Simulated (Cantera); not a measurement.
Input: 1 mol Cu2O, 0.92 mol CO, 3.5 mol CH4, at 1.00 bar.

Method: chemical equilibrium by Gibbs-energy minimisation in Cantera with the NASA 1993 tables (ideal gas, pure condensed phases). Candidate condensed phases: C, C6H6, C7H8, C8H18, Cu, CuO, Cu(OH)2, Cu2O, H2O; 113 gas species. Equilibrium is a limit: real reactors are often held back by kinetics, nucleation or transport.

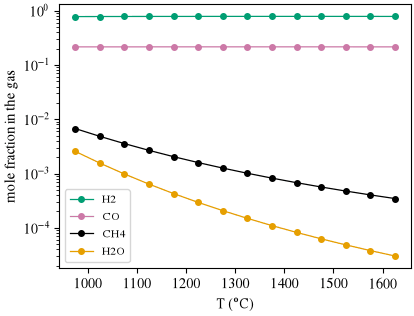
Figure. Equilibrium gas composition (values under 1e-9 drawn at 1e-9)

Problem. Read off the mole fractions at 1025 °C.

Solution. H2 about 0.78, CO about 0.21, CH4 about 0.0048, H2O about 0.0016.
